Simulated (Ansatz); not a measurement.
**Cu wire along [100], 45 atoms a period: bands along the axis**

Aim: is the Cu wire along [100], 45 atoms a period a metal or a semiconductor?

Program: Ansatz 0.2.0. Level of theory: DFT PBE, plane waves, PAW; relaxation of a wire's period; PAW set soft_1, in the first sound run; inputs show where later runs differ. Results are calculated unless marked as measured.

### 1. Starting point

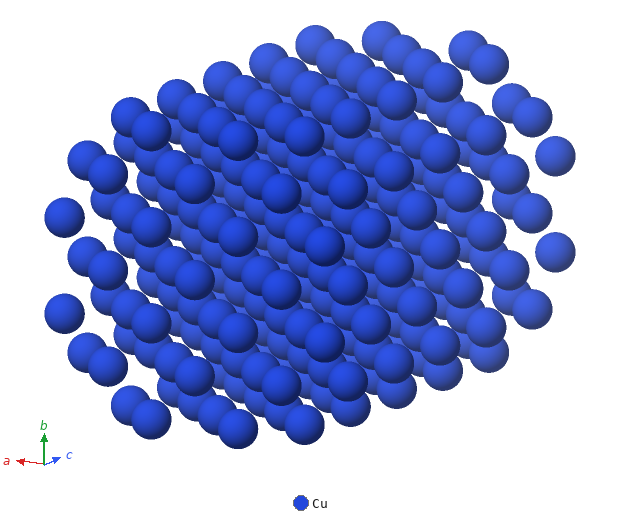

Start, viewed at a slant to the c axis; copper blue. 1×1×5 cells are drawn. Some periodic images of atoms are drawn too.

The cell holds 45 atoms: 45 Cu. Its edges and angles: a = 17.690 Å, b = 17.690 Å, c = 3.630 Å, α = 90.0°, β = 90.0°, γ = 90.0°. Vacuum lies along a and b. The structure's axis is c.

### 2. Relaxation of atoms and period

Band widths follow the bond lengths, so the wire is relaxed first. The atoms and the third cell vector are free; the box across stays fixed as vacuum. A Fermi-Dirac smearing is set since the result may be a metal. The pressure printed is a third of the stress's trace over the whole box, vacuum included; only the stress along the axis is relaxed.

Contents of input.yaml:

```yaml
crystal:
  lattice:
    - [17.69, 0.0, 0.0]
    - [0.0, 17.69, 0.0]
    - [0.0, 0.0, 3.63]
  atoms:
    - { symbol: Cu, position: [0.192198982, 0.397399661, 0.0] }
    - { symbol: Cu, position: [0.192198982, 0.602600339, 0.0] }
    - { symbol: Cu, position: [0.294799322, 0.294799322, 0.0] }
    - { symbol: Cu, position: [0.294799322, 0.5, 0.0] }
    - { symbol: Cu, position: [0.294799322, 0.705200678, 0.0] }
    - { symbol: Cu, position: [0.397399661, 0.192198982, 0.0] }
    - { symbol: Cu, position: [0.397399661, 0.397399661, 0.0] }
    - { symbol: Cu, position: [0.397399661, 0.602600339, 0.0] }
    - { symbol: Cu, position: [0.397399661, 0.807801018, 0.0] }
    - { symbol: Cu, position: [0.5, 0.294799322, 0.0] }
    - { symbol: Cu, position: [0.5, 0.5, 0.0] }
    - { symbol: Cu, position: [0.5, 0.705200678, 0.0] }
    - { symbol: Cu, position: [0.602600339, 0.192198982, 0.0] }
    - { symbol: Cu, position: [0.602600339, 0.397399661, 0.0] }
    - { symbol: Cu, position: [0.602600339, 0.602600339, 0.0] }
    - { symbol: Cu, position: [0.602600339, 0.807801018, 0.0] }
    - { symbol: Cu, position: [0.705200678, 0.294799322, 0.0] }
    - { symbol: Cu, position: [0.705200678, 0.5, 0.0] }
    - { symbol: Cu, position: [0.705200678, 0.705200678, 0.0] }
    - { symbol: Cu, position: [0.807801018, 0.397399661, 0.0] }
    - { symbol: Cu, position: [0.807801018, 0.602600339, 0.0] }
    - { symbol: Cu, position: [0.192198982, 0.294799322, 0.5] }
    - { symbol: Cu, position: [0.192198982, 0.5, 0.5] }
    - { symbol: Cu, position: [0.192198982, 0.705200678, 0.5] }
    - { symbol: Cu, position: [0.294799322, 0.192198982, 0.5] }
    - { symbol: Cu, position: [0.294799322, 0.397399661, 0.5] }
    - { symbol: Cu, position: [0.294799322, 0.602600339, 0.5] }
    - { symbol: Cu, position: [0.294799322, 0.807801018, 0.5] }
    - { symbol: Cu, position: [0.397399661, 0.294799322, 0.5] }
    - { symbol: Cu, position: [0.397399661, 0.5, 0.5] }
    - { symbol: Cu, position: [0.397399661, 0.705200678, 0.5] }
    - { symbol: Cu, position: [0.5, 0.192198982, 0.5] }
    - { symbol: Cu, position: [0.5, 0.397399661, 0.5] }
    - { symbol: Cu, position: [0.5, 0.602600339, 0.5] }
    - { symbol: Cu, position: [0.5, 0.807801018, 0.5] }
    - { symbol: Cu, position: [0.602600339, 0.294799322, 0.5] }
    - { symbol: Cu, position: [0.602600339, 0.5, 0.5] }
    - { symbol: Cu, position: [0.602600339, 0.705200678, 0.5] }
    - { symbol: Cu, position: [0.705200678, 0.192198982, 0.5] }
    - { symbol: Cu, position: [0.705200678, 0.397399661, 0.5] }
    - { symbol: Cu, position: [0.705200678, 0.602600339, 0.5] }
    - { symbol: Cu, position: [0.705200678, 0.807801018, 0.5] }
    - { symbol: Cu, position: [0.807801018, 0.294799322, 0.5] }
    - { symbol: Cu, position: [0.807801018, 0.5, 0.5] }
    - { symbol: Cu, position: [0.807801018, 0.705200678, 0.5] }
kpoints:
  mp_grid: { grid: [1, 1, 23] }
scf:
  occupations: { method: fermi_dirac, width: 0.05 }
hamiltonian:
  xc: pbe
  pseudopotentials: { kind: paw, azcp: { folder: soft_1 } }
relax:
  cell: { fix: [a, b, alpha, beta, gamma] }
  max_steps: 45
  f_tol: 0.03
```

Started as:

```console
> ansatz run input.yaml --threads 16 --pin off --max-ram 61440MiB --backend cuda --events-out ev --progress --plain --runs-dir out --max-vram 78GiB
```

Numbers of over 12 decimals in the logs are rounded to 6 here.

The program printed:

```text
Engine: ansatz 0.2.0, aarch64-unknown-linux-gnu
Pseudopotentials: kind: paw
Pseudopotential: Cu, paw, valence charge 19, recommended cutoff 420 eV (normal), soft_1/Cu.paw.azcp
Functional definition: PBE
  parameter kappa = 0.804
  parameter beta = 0.066725
  exchange = pbe_x(kappa = kappa, mu = beta*pi^2/3)
  correlation = pbe_c(beta = beta)
[...]
Crystal: 45 atoms, lattice volume = 1135.958 Å³
Basis set: ecut = 420 eV, 22193 PW (Γ), exchange–correlation on 240×240×50 points (8 copies of the dense FFT grid, shifted against one another)
Bands: 513, of which v1, the nominal top of the filled ones, is band 428 counted from 1 (427 counted from 0)
Symmetry: 16 space group operations
Space group: P4/mmm (ITA 123), of the structure as read, at distance tolerance 1.0e-4 Å
k-points: 12 of 23
Non-local potential: Cu, projectors of the file, l = 0: 3, l = 1: 2, l = 2: 3, l = 3: 1
PAW form: soft (Blöchl's): semilocal exchange-correlation on the pseudo side does not see the compensation charge
PAW one-centre angular grid: Cu, 590 points (default); XC on 64 Gauss nodes
Initial density: superposition of atomic densities (neutral atoms: chi_scale 0, normalization atom)
Initial wavefunctions: pseudopotential atomic-orbital guess
[...]
Functional: x = pbe(κ = 0.804, μ = 0.219515), c = pbe(β = 0.066725)
SCF iter   1: F=—  HF=-298150.874985 eV  |F-HF|=—  |Δ(HF+E_count)|=         —  Δρ=1.64e-1  dr2=1.90e2  ethr=3.10e-3  ⟨swp⟩=6.0  Hψ=23289  notcnv=0  defer=252
preconditioner: auto → LDOS  [metal: Δε(μ)=0.008 eV  Ē_g=7.209 eV  σ=0.050 eV  W_gap=0.04  n_scr=370 (ndim 8)  ℏωp=24.5 eV  f_vac=0.466  D(μ)=21.77/eV (n_scr^D=106)  β→1.0]
SCF iter   2: F=—  HF=-298372.158199 eV  |F-HF|=—  |Δ(HF+E_count)|=    2.21e2  Δρ=3.41e-1  dr2=8.23e2  ethr=3.10e-3  ⟨swp⟩=4.0  Hψ=19648  notcnv=0  defer=796  recentre
[...]
SCF iter  15: F=-298116.976168 eV  HF=-298116.976168 eV  |F-HF|=4.48e-9  |Δ(HF+E_count)|=   9.26e-9  Δρ=9.14e-7  dr2=7.81e-9  ethr=1.17e-11  ⟨swp⟩=3.5  Hψ=16565  notcnv=0
SCF 1 converged in 15 iterations: F = -298116.976168 eV  dr2 = 7.81e-9
  greatest PAW one-centre occupation: 1.000 electrons in one spin orbital (limit 2), on the Cu atom at site 42 (counted from 0), in its partial waves of l = 0
relax step   1: F+E_penalty+E_count = -298116.97616768 eV  Δ(F+E_penalty+E_count) = +0.000e0 eV  max|allowed force component| = 5.205e-1 eV/Å  Δτ_max = 0.0000 Å  P = -2.188 GPa  Ω = 1135.958 Å³  fix = [a, b, alpha, beta, gamma]  reactions: a -1.727, b -1.727 GPa  (15 SCF iters, dr2 threshold 1.00e-7 eV, accepted)
[...]
Crystal: 45 atoms, lattice volume = 1120.288 Å³
Basis set: ecut = 420 eV, 21775 PW (Γ), exchange–correlation on 240×240×50 points (8 copies of the dense FFT grid, shifted against one another)
[...]
iter 1 solved again at ethr=2.48e-5 eV; its pass at ethr=3.10e-3 eV (dr2=2.12e-1 eV) is discarded
SCF iter   1: F=—  HF=-298117.474036 eV  |F-HF|=—  |Δ(HF+E_count)|=         —  Δρ=5.66e-3  dr2=2.16e-1  ethr=2.48e-5  ⟨swp⟩=3.5  Hψ=29351  notcnv=0
preconditioner: auto → LDOS  [metal: Δε(μ)=0.023 eV  Ē_g=7.954 eV  σ=0.050 eV  W_gap=0.12  n_scr=370 (ndim 8)  ℏωp=24.7 eV  f_vac=0.467  D(μ)=11.80/eV (n_scr^D=44)  β→1.0]
SCF iter   2: F=—  HF=-298117.753441 eV  |F-HF|=—  |Δ(HF+E_count)|=   2.79e-1  Δρ=1.53e-2  dr2=1.43e0  ethr=2.48e-5  ⟨swp⟩=3.1  Hψ=15114  notcnv=0  recentre
[...]
SCF iter   8: F=-298117.436523 eV  HF=-298117.436525 eV  |F-HF|=2.31e-6  |Δ(HF+E_count)|=   3.35e-7  Δρ=1.77e-5  dr2=2.62e-6  ethr=5.26e-10  ⟨swp⟩=4.0  Hψ=19359  notcnv=0
SCF 2 converged in 8 iterations: F = -298117.436523 eV  dr2 = 2.62e-6
  greatest PAW one-centre occupation: 1.000 electrons in one spin orbital (limit 2), on the Cu atom at site 44 (counted from 0), in its partial waves of l = 0
relax step   2: F+E_penalty+E_count = -298117.43652296 eV  Δ(F+E_penalty+E_count) = -4.604e-1 eV  max|allowed force component| = 2.833e-1 eV/Å  Δτ_max = 0.0448 Å  P = -1.065 GPa  Ω = 1120.288 Å³  energy of the carried Pulay correction = +6.095e-3 eV  fix = [a, b, alpha, beta, gamma]  reactions: a -0.708, b -0.708 GPa  (8 SCF iters, dr2 threshold 4.50e-6 eV, accepted)
[...]
Crystal: 45 atoms, lattice volume = 1091.751 Å³
[...]
SCF 3 converged in 9 iterations: F = -298117.663677 eV  dr2 = 1.95e-6
[...]
SCF 4 converged in 9 iterations: F = -298117.695047 eV  dr2 = 1.55e-7
[...]
SCF 5 converged in 9 iterations: F = -298117.697621 eV  dr2 = 8.13e-9
[...]
SCF 6 converged in 13 iterations: F = -298117.699235 eV  dr2 = 2.20e-11
[...]
SCF 7 converged in 11 iterations: F = -298117.671664 eV  dr2 = 1.06e-10
[...]
SCF converged after 11 iterations
[...]
--- Relaxed structure (6 steps of the walk, 6 accepted, 1 SCFs on fresh bases) ---
  F+E_penalty+E_count = -298117.67166450 eV   max|allowed force component| = 2.083e-3 eV/Å   (the final SCF, on the basis selected at the relaxed cell)
  cell:  # Å, volume = 1076.3508 Å³
    - [17.69, 0, 0]
    - [0, 17.69, 0]
    - [0, 0, 3.439522]
  atoms:
    - { symbol: Cu, position: [0.188532, 0.396540, 0] }
    - { symbol: Cu, position: [0.188532, 0.603460, 0] }
    - { symbol: Cu, position: [0.290096, 0.290096, 0] }
    - { symbol: Cu, position: [0.290325, 0.500000, 0] }
    - { symbol: Cu, position: [0.290096, 0.709904, 0] }
    - { symbol: Cu, position: [0.396540, 0.188532, 0] }
    - { symbol: Cu, position: [0.395706, 0.395706, 0] }
    - { symbol: Cu, position: [0.395706, 0.604294, 0] }
    - { symbol: Cu, position: [0.396540, 0.811468, 0] }
    - { symbol: Cu, position: [0.500000, 0.290325, 0] }
    - { symbol: Cu, position: [0.500000, 0.500000, 0] }
    - { symbol: Cu, position: [0.500000, 0.709675, 0] }
    - { symbol: Cu, position: [0.603460, 0.188532, 0] }
    - { symbol: Cu, position: [0.604294, 0.395706, 0] }
    - { symbol: Cu, position: [0.604294, 0.604294, 0] }
    - { symbol: Cu, position: [0.603460, 0.811468, 0] }
    - { symbol: Cu, position: [0.709904, 0.290096, 0] }
    - { symbol: Cu, position: [0.709675, 0.500000, 0] }
    - { symbol: Cu, position: [0.709904, 0.709904, 0] }
    - { symbol: Cu, position: [0.811468, 0.396540, 0] }
    - { symbol: Cu, position: [0.811468, 0.603460, 0] }
    - { symbol: Cu, position: [0.191577, 0.294403, 0.500000] }
    - { symbol: Cu, position: [0.187446, 0.500000, 0.500000] }
    - { symbol: Cu, position: [0.191577, 0.705597, 0.500000] }
    - { symbol: Cu, position: [0.294403, 0.191577, 0.500000] }
    - { symbol: Cu, position: [0.290849, 0.395785, 0.500000] }
    - { symbol: Cu, position: [0.290849, 0.604215, 0.500000] }
    - { symbol: Cu, position: [0.294403, 0.808423, 0.500000] }
    - { symbol: Cu, position: [0.395785, 0.290849, 0.500000] }
    - { symbol: Cu, position: [0.395259, 0.500000, 0.500000] }
    - { symbol: Cu, position: [0.395785, 0.709151, 0.500000] }
    - { symbol: Cu, position: [0.500000, 0.187446, 0.500000] }
    - { symbol: Cu, position: [0.500000, 0.395259, 0.500000] }
    - { symbol: Cu, position: [0.500000, 0.604741, 0.500000] }
    - { symbol: Cu, position: [0.500000, 0.812554, 0.500000] }
    - { symbol: Cu, position: [0.604215, 0.290849, 0.500000] }
    - { symbol: Cu, position: [0.604741, 0.500000, 0.500000] }
    - { symbol: Cu, position: [0.604215, 0.709151, 0.500000] }
    - { symbol: Cu, position: [0.705597, 0.191577, 0.500000] }
    - { symbol: Cu, position: [0.709151, 0.395785, 0.500000] }
    - { symbol: Cu, position: [0.709151, 0.604215, 0.500000] }
    - { symbol: Cu, position: [0.705597, 0.808423, 0.500000] }
    - { symbol: Cu, position: [0.808423, 0.294403, 0.500000] }
    - { symbol: Cu, position: [0.812554, 0.500000, 0.500000] }
    - { symbol: Cu, position: [0.808423, 0.705597, 0.500000] }
```

It took 23 s on 1 × NVIDIA GB200 with 16 threads of Arm Neoverse V2, shared host; peak memory 1.6 GiB.

The steps of the relaxation:

```csv
step,energy less that of the first step (eV),largest force component (eV/Å),pressure (GPa),volume (Å³)
1,0.0000,0.5205,-2.19,1135.96
2,-0.4604,0.2833,-1.07,1120.29
3,-0.6875,0.1391,0.35,1091.75
4,-0.7189,0.0114,-0.04,1082.32
5,-0.7215,0.0024,0.00,1079.22
6,-0.7231,0.0021,0.00,1076.35
7,-0.6955,0.0021,0.01,1076.35
```

The log counts 1 steps on a newly chosen plane-wave basis, not all of them marked here; energy and pressure can jump at such steps.

The run keeps the 16 symmetry operations that it works with, so distortions that break them were not tested.

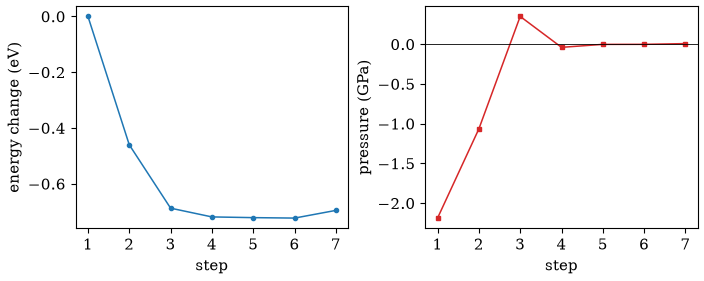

Energy and pressure along the relaxation.

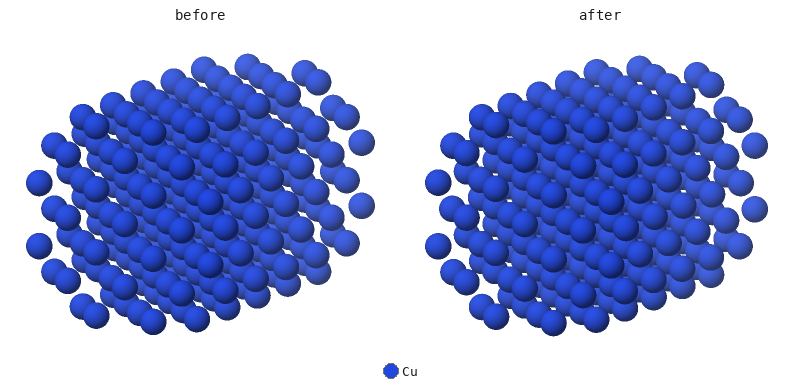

The structure before and after the relaxation, drawn at the same scale.

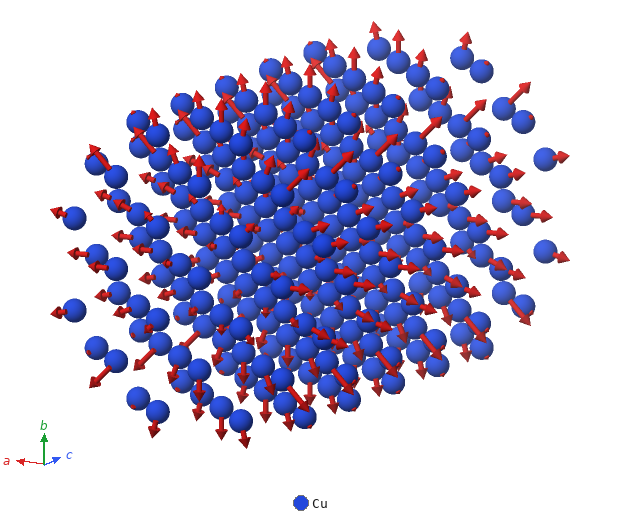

Displacements in the relaxation, exaggerated, measured against the changing cell; the longest in the cell stands for 0.12 Å. 1×1×5 cells are drawn. Some periodic images of atoms are drawn too.

```csv
cell as run,before,after,change
c (Å),3.630,3.440,-5.2 %
```

The atoms that moved most (Å, along periodic axes as changes of fractional coordinates times the final cell, across vacuum about the mean position):

| atom | dx | dy | dz | length |
| --- | --- | --- | --- | --- |
| Cu3 | -0.083 | -0.083 | 0.000 | 0.118 |
| Cu5 | -0.083 | 0.083 | 0.000 | 0.118 |
| Cu17 | 0.083 | -0.083 | 0.000 | 0.118 |
| Cu19 | 0.083 | 0.083 | 0.000 | 0.118 |
| Cu44 | 0.084 | 0.000 | 0.000 | 0.084 |
| Cu35 | 0.000 | 0.084 | 0.000 | 0.084 |
| Cu32 | 0.000 | -0.084 | 0.000 | 0.084 |
| Cu23 | -0.084 | 0.000 | 0.000 | 0.084 |

Numbers from this step:

* energy at zero smearing: -298117.6177 eV
* cell length along the wire: 3.440 Å

The cell's length comes to 3.440 Å with spin left out.

### 3. The perfect wire

This step: DFT PBE, plane waves, PAW; bands of a perfect wire; PAW set soft_1 (Ansatz 0.2.0).

At the relaxed period the bands are computed along the axis; those that cross an energy going forward count the channels that a perfect wire would open there.

Contents of input.yaml:

```yaml
crystal:
  lattice:
    - [17.69, 0.0, 0.0]
    - [0.0, 17.69, 0.0]
    - [0.0, 0.0, 3.4395224953]
  atoms:
    - { symbol: Cu, position: [0.188531617, 0.396539653, 0.0] }
    - { symbol: Cu, position: [0.188531617, 0.603460347, 0.0] }
    - { symbol: Cu, position: [0.290095584, 0.290095584, 0.0] }
    - { symbol: Cu, position: [0.290324582, 0.5, 0.0] }
    - { symbol: Cu, position: [0.290095584, 0.709904416, 0.0] }
    - { symbol: Cu, position: [0.396539653, 0.188531617, 0.0] }
    - { symbol: Cu, position: [0.395706422, 0.395706422, 0.0] }
    - { symbol: Cu, position: [0.395706422, 0.604293578, 0.0] }
    - { symbol: Cu, position: [0.396539653, 0.811468383, 0.0] }
    - { symbol: Cu, position: [0.5, 0.290324582, 0.0] }
    - { symbol: Cu, position: [0.5, 0.5, 0.0] }
    - { symbol: Cu, position: [0.5, 0.709675418, 0.0] }
    - { symbol: Cu, position: [0.603460347, 0.188531617, 0.0] }
    - { symbol: Cu, position: [0.604293578, 0.395706422, 0.0] }
    - { symbol: Cu, position: [0.604293578, 0.604293578, 0.0] }
    - { symbol: Cu, position: [0.603460347, 0.811468383, 0.0] }
    - { symbol: Cu, position: [0.709904416, 0.290095584, 0.0] }
    - { symbol: Cu, position: [0.709675418, 0.5, 0.0] }
    - { symbol: Cu, position: [0.709904416, 0.709904416, 0.0] }
    - { symbol: Cu, position: [0.811468383, 0.396539653, 0.0] }
    - { symbol: Cu, position: [0.811468383, 0.603460347, 0.0] }
    - { symbol: Cu, position: [0.191577392, 0.294403478, 0.5] }
    - { symbol: Cu, position: [0.187445532, 0.5, 0.5] }
    - { symbol: Cu, position: [0.191577392, 0.705596522, 0.5] }
    - { symbol: Cu, position: [0.294403478, 0.191577392, 0.5] }
    - { symbol: Cu, position: [0.29084923, 0.395784668, 0.5] }
    - { symbol: Cu, position: [0.29084923, 0.604215332, 0.5] }
    - { symbol: Cu, position: [0.294403478, 0.808422608, 0.5] }
    - { symbol: Cu, position: [0.395784668, 0.29084923, 0.5] }
    - { symbol: Cu, position: [0.395258875, 0.5, 0.5] }
    - { symbol: Cu, position: [0.395784668, 0.70915077, 0.5] }
    - { symbol: Cu, position: [0.5, 0.187445532, 0.5] }
    - { symbol: Cu, position: [0.5, 0.395258875, 0.5] }
    - { symbol: Cu, position: [0.5, 0.604741125, 0.5] }
    - { symbol: Cu, position: [0.5, 0.812554468, 0.5] }
    - { symbol: Cu, position: [0.604215332, 0.29084923, 0.5] }
    - { symbol: Cu, position: [0.604741125, 0.5, 0.5] }
    - { symbol: Cu, position: [0.604215332, 0.70915077, 0.5] }
    - { symbol: Cu, position: [0.705596522, 0.191577392, 0.5] }
    - { symbol: Cu, position: [0.70915077, 0.395784668, 0.5] }
    - { symbol: Cu, position: [0.70915077, 0.604215332, 0.5] }
    - { symbol: Cu, position: [0.705596522, 0.808422608, 0.5] }
    - { symbol: Cu, position: [0.808422608, 0.294403478, 0.5] }
    - { symbol: Cu, position: [0.812554468, 0.5, 0.5] }
    - { symbol: Cu, position: [0.808422608, 0.705596522, 0.5] }
kpoints:
  mp_grid: { grid: [1, 1, 24] }
  band_path: { path: ["Γ", Z], npoints: 90 }
scf:
  occupations: { method: fermi_dirac, width: 0.05 }
hamiltonian:
  xc: pbe
  pseudopotentials: { kind: paw, azcp: { folder: soft_1 } }
output:
  dos: { e_range: [-5, 4] }
  write_potential: true
  write_density: true
  volumetric_format: npy
```

The program printed:

```text
[...]
Crystal: 45 atoms, lattice volume = 1076.351 Å³
Basis set: ecut = 420 eV, 21087 PW (Γ)
Bands: 513, of which v1, the nominal top of the filled ones, is band 428 counted from 1 (427 counted from 0)
[... 1 set-up line as in the run before ...]
[...]
k-points: 13 of 24
[...]
SCF iter   1: F=—  HF=-298152.630679 eV  |F-HF|=—  |Δ(HF+E_count)|=         —  Δρ=1.71e-1  dr2=1.92e2  ethr=3.10e-3  ⟨swp⟩=6.0  Hψ=25274  notcnv=0  defer=245
[...]
SCF iter   6: F=—  HF=-298117.668123 eV  |F-HF|=—  |Δ(HF+E_count)|=   4.54e-2  Δρ=2.00e-3  dr2=2.65e-2  ethr=1.06e-5  ⟨swp⟩=2.0  Hψ=9223  notcnv=0  defer=886
[...]
SCF iter  12: F=—  HF=-298117.670517 eV  |F-HF|=—  |Δ(HF+E_count)|=   6.79e-7  Δρ=2.37e-5  dr2=5.31e-6  ethr=1.74e-9  ⟨swp⟩=2.0  Hψ=8891  notcnv=0  defer=886
[...]
SCF iter  14: F=-298117.670518 eV  HF=-298117.670518 eV  |F-HF|=3.25e-8  |Δ(HF+E_count)|=   1.07e-7  Δρ=3.02e-6  dr2=6.90e-8  ethr=1.17e-11  ⟨swp⟩=11.6  Hψ=28822  notcnv=0
SCF 1 converged in 14 iterations: F = -298117.670518 eV  dr2 = 6.90e-8
[...]
NSCF: frozen V_eff on 91 k-points
[...]
SCF converged after 14 iterations
[...]
```

Run time: 26 s. Hardware: 1 × NVIDIA GB200 with 16 threads; peak memory 3.8 GiB; 5.4 min of CPU time.

Reading the cycles: dr2 is the Hartree energy of the density residual (eV), the measure of convergence; HF is the Harris–Foulkes estimate of the energy, which meets the free energy F at convergence.

This step gave:

| Property | Result |
| --- | --- |
| energy at zero smearing | -298117.6137 eV |
| band gap on the path through both edges | 0 eV |

The electronic bands at the labelled points (eV, zero at the Fermi level; # counts the bands kept):

```csv
point,#60,#61,#62,#63,#64,#65,#66,#67
Γ,-0.68,-0.68,-0.61,-0.58,0.01,0.13,0.42,0.44
Z,-0.38,-0.36,-0.36,-0.32,-0.18,-0.16,0.16,0.16
```

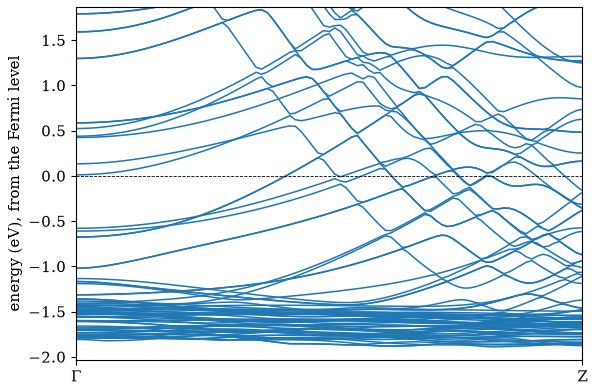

Electronic bands along the path.

Between Γ and Z the bands cross the Fermi level 14 times, so a perfect wire would conduct at least 14 G₀, with spin left out.

### 4. Results

| Quantity | Value |
| --- | --- |
| cell length, PBE | 3.440 Å |
| ballistic conductance by band crossings, a lower bound, PBE | 14 G₀ |

Under PBE the cell's length is 3.44 Å, and the bands cross the Fermi level 14 times between Γ and Z, which gives a perfect wire at least 14 G₀ (opposite crossings within one step of the path cancel in such a count).

[Logs are printed without paths, hosts, clocks, repeated set-up lines and the standing remarks that a program may print on its own settings, such as how far it seeks lower states.]

[Hosts, paths, dates, database ids (printed as entryN), source tags and the programs' standing remarks are cut or masked in the printed files.]
